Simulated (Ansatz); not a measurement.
# CHBSi (triplet): the correlation ladder, cc-pVDZ

Aim: climb from Hartree-Fock through coupled cluster and multireference methods for CHBSi (triplet) at one geometry and basis, and see what each rung misses.

Method: cc-pVDZ, core rule «outside noble gas», up to 7 orbitals frozen; program: Ansatz 0.2.0, Gaussian basis.

Plan: UHF; CCSD(T) on ROHF; CCSD(T) on UHF; BCCD(T) on ROHF; CISD; CCSDT(Q) on ROHF; CCSDT(Q) on UHF; CASSCF and NEVPT2, 10 electrons in 10 orbitals.

18 further runs of the same task are left out: 5 that didn't finish, 13 set aside as unsound or not needed.

### 1 What is computed

The geometry is a PBE0/def2-TZVP stationary point (not a proven minimum).

4 atoms, charge 0, spin multiplicity 3.

Atoms are counted from 1 here; the program's logs count them from 0.

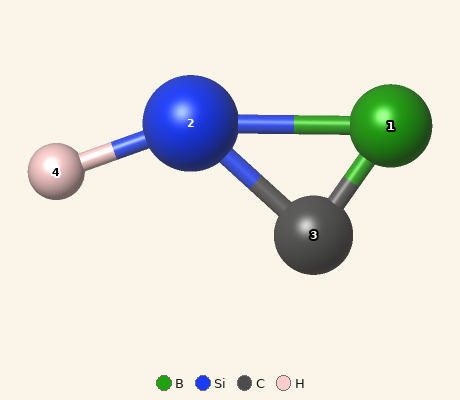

The geometry (boron green, silicon blue, carbon dark grey, hydrogen pink); atoms are numbered from 1 in the order of the file.

Coordinates:

```xyz
4

B     0.00000   -0.54212    1.31164
Si    0.00000   -0.13746   -0.75272
C     0.00000    0.75487    0.75049
H     0.00000    0.64988   -2.03742
```

In the tables R marks a restricted open-shell determinant and U an unrestricted one; 'frontier' is the active space of 10 electrons in 10 orbitals; energies count from the table's Hartree-Fock row.

### 2 UHF

in.yaml reads:

```yaml
crystal:
  periodic: [false, false, false]
  atoms:
    - {symbol: B, position_ang: [0.000000, -0.542119, 1.311636]}
    - {symbol: Si, position_ang: [0.000000, -0.137461, -0.752718]}
    - {symbol: C, position_ang: [0.000000, 0.754866, 0.750494]}
    - {symbol: H, position_ang: [0.000000, 0.649881, -2.037416]}
basis:
  gaussian: {orbitals: cc-pVDZ}
magnetization: {spin_polarized: true, initial_magnetization: 2}
hamiltonian: {xc: hf}
output: {orbitals: {seedname: orbitals}}
```

Started as:

```
ansatz run in.yaml --threads 1 --pin off --events-out ev --progress --plain --max-ram 2393MiB
```

Standard output:

```text
Functional definition: HF
  name "HF"
  cite "Fock, Z. Phys. 61, 126 (1930) doi:10.1007/BF01340294"
  parent pbe
  exchange = exact_x
  correlation = 0
493 factors; integrals over basis functions are off by at most 1.1e-3 eV
mean field evaluation 1: about -9571.6177 eV, gradient 1.9e1 eV
mean field evaluation 2: about -9571.6223 eV, gradient 1.9e1 eV
mean field evaluation 4: about -9574.3520 eV, gradient 3.3e0 eV
mean field evaluation 8: about -9574.6673 eV, gradient 2.0e-1 eV
mean field evaluation 16: about -9574.6701 eV, gradient 2.1e-5 eV
mean field -9574.67014224 eV, -351.8626377828 hartree, gradient 2.1e-5 eV, S^2 2.107851; 0 other end points of the search recorded, 0 dependent functions left out
reference -9574.67014224 eV, -351.8626377828 hartree; 14, 12 occupied and 37, 39 virtual orbitals, 493 factors
Total energy: -9574.67014224 eV, -351.8626377828 hartree
```

It took 1.5 s on 1 thread of Arm Neoverse N1, shared host.

From the report: ⟨S²⟩ of the determinant 2.108 (pure triplet: 2.00).

### 3 CCSD(T) on ROHF

in.yaml: that of step 2 with these lines changed.

```diff
@@ -9,4 +9,3 @@
   gaussian: {orbitals: cc-pVDZ}
-magnetization: {spin_polarized: true, initial_magnetization: 2}
-hamiltonian: {xc: hf}
-output: {orbitals: {seedname: orbitals}}
+magnetization: {spin_polarized: false, initial_magnetization: 2}
+correlation: {method: ccsd_t, electrons: outside_noble_gas}
```

The command is unchanged.

Standard output (excerpt; [...] marks lines left out):

```text
Functional definition: HF
  name "HF"
  cite "Fock, Z. Phys. 61, 126 (1930) doi:10.1007/BF01340294"
  parent pbe
[...]
493 factors; integrals over basis functions are off by at most 1.1e-3 eV
[...]
mean field -9574.24559419 eV, -351.8470359298 hartree, gradient 3.1e-6 eV, S^2 2.000000; 5 other end points of the search recorded, 0 dependent functions left out
determinant -9574.24559419 eV, -351.8470359298 hartree, with singles and doubles -9582.33936400 eV, -352.1444764842 hartree
determinant -9572.22644173 eV, -351.7728334456 hartree, with singles and doubles -9579.97065196 eV, -352.0574279221 hartree
determinant -9571.65738729 eV, -351.7519210806 hartree, with singles and doubles -9580.02969087 eV, -352.0595975622 hartree
7 core orbitals not correlated: weight in the atoms' cores, before any rotation towards them, 1.000 or more for the frozen orbitals, at most 0.000 for the correlated occupied ones
reference -9574.24559419 eV, -351.8470359298 hartree; 7, 5 occupied and 37, 39 virtual orbitals, 493 factors
second order -7.38167810 eV of doubles, -0.15865532 eV of singles
cycle   1  -8.09364951 eV  change    1.2e-4 eV  update   2.4e-3
[...]
cycle   8  -8.09499569 eV  change    5.8e-6 eV  update   7.6e-6
perturbative correction -0.50192736 eV, -0.0184454903 hartree
Total energy: -9582.84251724 eV, -352.1629670247 hartree
```

Run time: 6 s. Hardware: 1 thread of Arm Neoverse N1, shared host.

From the report: correlation -8.5969 eV; T1 0.035; largest double amplitude 0.07.

### 4 CCSD(T) on UHF

in.yaml: that of step 3 with these lines changed.

```diff
@@ -9,3 +9,3 @@
   gaussian: {orbitals: cc-pVDZ}
-magnetization: {spin_polarized: false, initial_magnetization: 2}
+magnetization: {spin_polarized: true, initial_magnetization: 2}
 correlation: {method: ccsd_t, electrons: outside_noble_gas}
```

The command is unchanged.

Standard output (excerpt; [...] marks lines left out):

```text
Functional definition: HF
  name "HF"
  cite "Fock, Z. Phys. 61, 126 (1930) doi:10.1007/BF01340294"
  parent pbe
[...]
493 factors; integrals over basis functions are off by at most 1.1e-3 eV
[...]
mean field -9574.67014224 eV, -351.8626377828 hartree, gradient 2.1e-6 eV, S^2 2.107851; 2 other end points of the search recorded, 0 dependent functions left out
determinant -9574.67014224 eV, -351.8626377828 hartree, with singles and doubles -9582.36481806 eV, -352.1454119034 hartree
determinant -9572.41160310 eV, -351.7796380002 hartree, with singles and doubles -9579.98357668 eV, -352.0579028970 hartree
determinant -9571.51156135 eV, -351.7465620762 hartree, with singles and doubles -9579.11270286 eV, -352.0258988744 hartree
7 core orbitals not correlated: weight in the atoms' cores, before any rotation towards them, 1.000 or more for the frozen orbitals, at most 0.000 for the correlated occupied ones
reference -9574.67014224 eV, -351.8626377828 hartree; 7, 5 occupied and 37, 39 virtual orbitals, 493 factors
second order -6.82818552 eV of doubles, -0.00000000 eV of singles
cycle   1  -7.69471318 eV  change   -3.7e-5 eV  update   3.0e-3
[...]
cycle   9  -7.69803613 eV  change    5.0e-6 eV  update   6.4e-6
perturbative correction -0.46350903 eV, -0.0170336425 hartree
Total energy: -9582.83168740 eV, -352.1625690352 hartree
```

It took 5.5 s on 1 thread of Arm Neoverse N1, shared host.

From the report: ⟨S²⟩ of the determinant 2.108 (pure triplet: 2.00); correlation -8.1615 eV; T1 0.038; largest double amplitude 0.07.

### 5 BCCD(T) on ROHF

in.yaml: that of step 4 with these lines changed.

```diff
@@ -9,3 +9,3 @@
   gaussian: {orbitals: cc-pVDZ}
-magnetization: {spin_polarized: true, initial_magnetization: 2}
-correlation: {method: ccsd_t, electrons: outside_noble_gas}
+magnetization: {spin_polarized: false, initial_magnetization: 2}
+correlation: {method: bccd_t, electrons: outside_noble_gas}
```

The command is unchanged.

Standard output (excerpt; [...] marks lines left out):

```text
Functional definition: HF
  name "HF"
  cite "Fock, Z. Phys. 61, 126 (1930) doi:10.1007/BF01340294"
  parent pbe
[...]
493 factors; integrals over basis functions are off by at most 1.1e-3 eV
[...]
mean field -9574.24559419 eV, -351.8470359298 hartree, gradient 3.1e-6 eV, S^2 2.000000; 5 other end points of the search recorded, 0 dependent functions left out
determinant -9574.24559419 eV, -351.8470359298 hartree, with singles and doubles -9582.33936400 eV, -352.1444764842 hartree
determinant -9572.22644173 eV, -351.7728334456 hartree, with singles and doubles -9579.97065196 eV, -352.0574279221 hartree
determinant -9571.65738729 eV, -351.7519210806 hartree, with singles and doubles -9580.02969087 eV, -352.0595975622 hartree
7 core orbitals not correlated: weight in the atoms' cores, before any rotation towards them, 1.000 or more for the frozen orbitals, at most 0.000 for the correlated occupied ones
reference -9574.24559419 eV, -351.8470359298 hartree; 7, 5 occupied and 37, 39 virtual orbitals, 493 factors
second order -7.38167810 eV of doubles, -0.15865532 eV of singles
cycle   1  -8.07518981 eV  change    1.9e-2 eV  update   1.7e-2
[...]
cycle  12  -8.08259500 eV  change    3.0e-6 eV  update   8.6e-6
perturbative correction -0.51504839 eV, -0.0189276790 hartree
Total energy: -9582.84323758 eV, -352.1629934967 hartree
```

Run time: 7.5 s. Hardware: 1 thread of Arm Neoverse N1, shared host.

From the report: correlation -8.5976 eV; largest double amplitude 0.06.

### 6 CISD

in.yaml: that of step 5 with these lines changed.

```diff
@@ -10,2 +10,2 @@
 magnetization: {spin_polarized: false, initial_magnetization: 2}
-correlation: {method: bccd_t, electrons: outside_noble_gas}
+correlation: {active_space: {ras: {orbitals: [5, 2, 37], electrons: 12, max_holes: 2, max_particles: 2}, fixed_orbitals: true}}
```

Same command.

Standard output:

```text
Functional definition: HF
  name "HF"
  cite "Fock, Z. Phys. 61, 126 (1930) doi:10.1007/BF01340294"
  parent pbe
  exchange = exact_x
  correlation = 0
493 factors; integrals over basis functions are off by at most 1.1e-3 eV
mean field evaluation 1: about -9571.6499 eV, gradient 2.4e1 eV
mean field evaluation 2: about -9571.6544 eV, gradient 2.4e1 eV
mean field evaluation 4: about -9574.0304 eV, gradient 4.4e0 eV
mean field evaluation 8: about -9574.2432 eV, gradient 1.6e-1 eV
mean field evaluation 16: about -9571.5825 eV, gradient 1.0e1 eV
mean field -9574.24559419 eV, -351.8470359298 hartree, gradient 3.1e-6 eV, S^2 2.000000; 3 other end points of the search recorded, 0 dependent functions left out
reference -9574.24559419 eV, -351.8470359298 hartree; 14, 12 occupied and 37, 39 virtual orbitals, 493 factors
state -9581.52151736 eV, -352.1144211745 hartree
Total energy: -9581.52151736 eV, -352.1144211745 hartree
```

It took 7 s on 1 thread of Arm Neoverse N1, shared host.

From the report: 156,594 determinants.

### 7 CCSDT(Q) on ROHF

in.yaml: that of step 6 with these lines changed.

```diff
@@ -10,2 +10,2 @@
 magnetization: {spin_polarized: false, initial_magnetization: 2}
-correlation: {active_space: {ras: {orbitals: [5, 2, 37], electrons: 12, max_holes: 2, max_particles: 2}, fixed_orbitals: true}}
+correlation: {method: ccsdt_q, electrons: outside_noble_gas}
```

Same command.

Standard output (excerpt; [...] marks lines left out):

```text
Functional definition: HF
  name "HF"
  cite "Fock, Z. Phys. 61, 126 (1930) doi:10.1007/BF01340294"
  parent pbe
[...]
979 factors; integrals over basis functions are off by at most 1.7e-7 eV
[...]
mean field -9574.24565447 eV, -351.8470381450 hartree, gradient 2.3e-6 eV, S^2 2.000000; 4 other end points of the search recorded, 0 dependent functions left out
[...]
determinant -9574.24565447 eV, -351.8470381450 hartree, with singles and doubles -9582.33941939 eV, -352.1444785198 hartree
determinant -9572.22650283 eV, -351.7728356910 hartree, with singles and doubles -9579.97070866 eV, -352.0574300059 hartree
determinant -9571.65745121 eV, -351.7519234296 hartree, with singles and doubles -9580.02974691 eV, -352.0595996214 hartree
7 core orbitals not correlated: weight in the atoms' cores, before any rotation towards them, 1.000 or more for the frozen orbitals, at most 0.000 for the correlated occupied ones
reference -9574.24565447 eV, -351.8470381450 hartree; 7, 5 occupied and 37, 39 virtual orbitals, 979 factors
second order -7.38169862 eV of doubles, -0.15865428 eV of singles
cycle   1  -7.63363365 eV  change   -8.8e-2 eV  update   1.2e-1
[...]
cycle  23  -8.63069603 eV  change   -3.9e-7 eV  update   3.8e-7
perturbative correction -0.04659208 eV, -0.0017122273 hartree
Total energy: -9582.92294258 eV, -352.1659226015 hartree
```

Run time: 97 s. Hardware: 1 thread of Arm Neoverse N1, shared host; peak memory 0.68 GiB.

From the report: correlation -8.6773 eV; T1 0.037; largest double amplitude 0.08.

### 8 CCSDT(Q) on UHF

in.yaml: that of step 7 with these lines changed.

```diff
@@ -9,3 +9,3 @@
   gaussian: {orbitals: cc-pVDZ}
-magnetization: {spin_polarized: false, initial_magnetization: 2}
+magnetization: {spin_polarized: true, initial_magnetization: 2}
 correlation: {method: ccsdt_q, electrons: outside_noble_gas}
```

Launched as before.

Standard output (excerpt; [...] marks lines left out):

```text
Functional definition: HF
  name "HF"
  cite "Fock, Z. Phys. 61, 126 (1930) doi:10.1007/BF01340294"
  parent pbe
[...]
979 factors; integrals over basis functions are off by at most 1.7e-7 eV
[...]
mean field -9574.67020128 eV, -351.8626399524 hartree, gradient 2.1e-6 eV, S^2 2.107851; 2 other end points of the search recorded, 0 dependent functions left out
determinant -9574.67020128 eV, -351.8626399524 hartree, with singles and doubles -9582.36487383 eV, -352.1454139531 hartree
determinant -9572.41166402 eV, -351.7796402391 hartree, with singles and doubles -9579.98365894 eV, -352.0579059198 hartree
determinant -9571.51161614 eV, -351.7465640896 hartree, with singles and doubles -9579.11279345 eV, -352.0259022034 hartree
7 core orbitals not correlated: weight in the atoms' cores, before any rotation towards them, 1.000 or more for the frozen orbitals, at most 0.000 for the correlated occupied ones
reference -9574.67020128 eV, -351.8626399524 hartree; 7, 5 occupied and 37, 39 virtual orbitals, 979 factors
second order -6.82820835 eV of doubles, -0.00000000 eV of singles
cycle   1  -7.18874729 eV  change   -3.6e-1 eV  update   1.2e-1
[...]
cycle  21  -8.21199672 eV  change   -1.4e-6 eV  update   1.4e-6
perturbative correction -0.04582260 eV, -0.0016839494 hartree
Total energy: -9582.92802060 eV, -352.1661092150 hartree
```

Run time: 82 s. Hardware: 1 thread of Arm Neoverse N1, shared host; peak memory 0.55 GiB.

From the report: ⟨S²⟩ of the determinant 2.108 (pure triplet: 2.00); correlation -8.2578 eV; T1 0.041; largest double amplitude 0.08.

### 9 CASSCF and NEVPT2, 10 electrons in 10 orbitals

in.yaml: that of step 8 with these lines changed.

```diff
@@ -9,3 +9,3 @@
   gaussian: {orbitals: cc-pVDZ}
-magnetization: {spin_polarized: true, initial_magnetization: 2}
-correlation: {method: ccsdt_q, electrons: outside_noble_gas}
+magnetization: {spin_polarized: false, initial_magnetization: 2}
+correlation: {method: sc_nevpt2, electrons: outside_noble_gas, active_space: {window: {electrons: 10, orbitals: 10}}}
```

Launched as before.

Standard output:

```text
Functional definition: HF
  name "HF"
  cite "Fock, Z. Phys. 61, 126 (1930) doi:10.1007/BF01340294"
  parent pbe
  exchange = exact_x
  correlation = 0
493 factors; integrals over basis functions are off by at most 1.1e-3 eV
mean field evaluation 1: about -9571.6499 eV, gradient 2.4e1 eV
mean field evaluation 2: about -9571.6544 eV, gradient 2.4e1 eV
mean field evaluation 4: about -9574.0304 eV, gradient 4.4e0 eV
mean field evaluation 8: about -9574.2432 eV, gradient 1.6e-1 eV
mean field evaluation 16: about -9571.5825 eV, gradient 1.0e1 eV
mean field -9574.24559419 eV, -351.8470359298 hartree, gradient 3.1e-6 eV, S^2 2.000000; 3 other end points of the search recorded, 0 dependent functions left out
reference -9574.24559419 eV, -351.8470359298 hartree; 14, 12 occupied and 37, 39 virtual orbitals, 493 factors
state -9577.28323901 eV, -351.9586673181 hartree
state -9577.28323901 eV, -351.9586673181 hartree; corrected -9581.62070853 eV, -352.1180663826 hartree
Total energy: -9581.62070853 eV, -352.1180663826 hartree
```

It took 31 s on 1 thread of Arm Neoverse N1, shared host.

From the report: 31,752 determinants; active occupations 1.99, 1.96, 1.93, 1.92, 1.01, 1.00, 0.06, 0.06, 0.04, 0.02.

### 10 Misses and costs

The yardstick is UCCSDT(Q), where the cluster series has nearly closed. Rows without a time come out of other runs: HF, MP2 and CCSD of CCSD(T), CCSDT of CCSDT(Q), CASSCF and MRCISD of the multireference runs.

Differences are taken before rounding.

| method | energy from the lowest ROHF (meV) | from UCCSDT(Q) (meV) | time |
| --- | --- | --- | --- |
| ROHF | 0.0 | +8682.4 |  |
| UHF | -424.5 | +8257.9 |  |
| RMP2 | -7540.3 | +1142.1 |  |
| UMP2 | -7252.7 | +1429.7 |  |
| CISD | -7275.9 | +1406.5 | 7 s |
| RCCSD | -8095.0 | +587.4 |  |
| UCCSD | -8122.6 | +559.8 |  |
| RCCSD(T) | -8596.9 | +85.5 | 6 s |
| UCCSD(T) | -8586.1 | +96.3 | 5.5 s |
| BCCD(T) | -8597.6 | +84.8 | 7.5 s |
| RCCSDT | -8630.8 | +51.7 |  |
| UCCSDT | -8636.6 | +45.8 |  |
| RCCSDT(Q) | -8677.3 | +5.1 | 97 s |
| UCCSDT(Q) | -8682.4 | 0 | 82 s |
| CASSCF frontier | -3037.6 | +5644.8 |  |
| NEVPT2 frontier | -7375.1 | +1307.3 | 31 s |

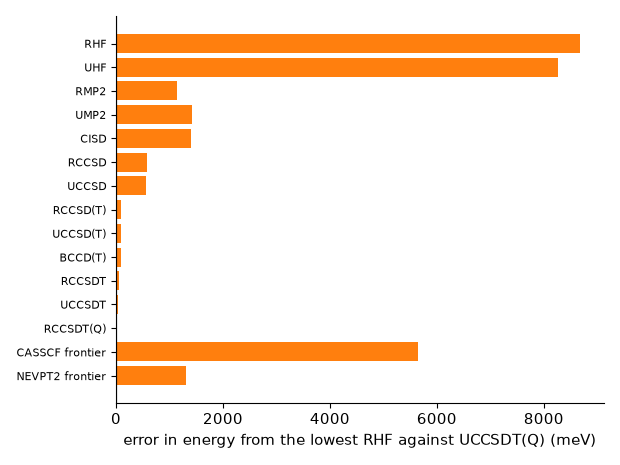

How far each level lands from UCCSDT(Q).

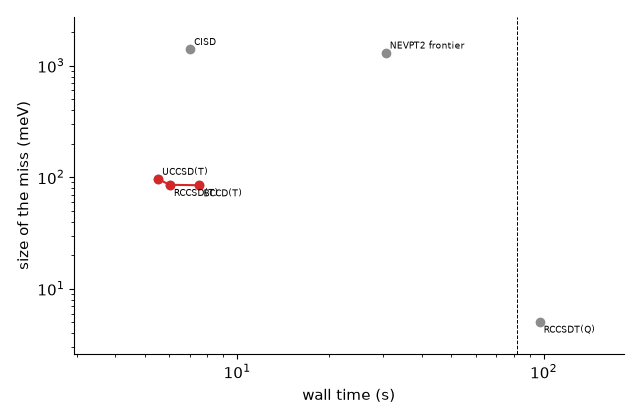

Miss against cost. Red marks the levels that no quicker level drawn beats (of those quicker than the yardstick), and the dashed line is the time of UCCSDT(Q). Times are from a shared host.

With the free atoms at the same levels and basis (separate runs), the atomisation energy is 10.907 eV at UCCSDT(Q), 10.855 eV at RCCSD(T), 10.842 eV at UCCSD(T), 7.954 eV at ROHF.

### 11 Outcome

| quantity | value |
| --- | --- |
| UCCSDT(Q) from the ROHF energy | -8.6824 eV |
| RMP2 from UCCSDT(Q) | +1142.1 meV |
| UMP2 from UCCSDT(Q) | +1429.7 meV |
| RCCSD from UCCSDT(Q) | +587.4 meV |
| RCCSD(T) from UCCSDT(Q) | +85.5 meV |
| UCCSD(T) from UCCSDT(Q) | +96.3 meV |
| RCCSDT(Q) from UCCSDT(Q) | +5.1 meV |
| NEVPT2 frontier from UCCSDT(Q) | +1307.3 meV |
| levels within 1 kcal/mol (43 meV) | RCCSDT(Q) |
| T1 diagnostic | 0.035 |

RCCSD(T) misses by +85.5 meV, 1.0 % of the correlation energy. These misses are within one basis, not against nature; the frozen cores of restricted and unrestricted runs differ, which can shift their rows.

With open shells the CI space here admits some triples and quadruples, so it is larger than plain CISD.

BCCD(T) reaches 84.8 meV from the reference in 7.5 s, where UCCSDT(Q) took 82 s; the quickest level in the cost chart, UCCSD(T), takes 5.5 s and misses by 96.3 meV.
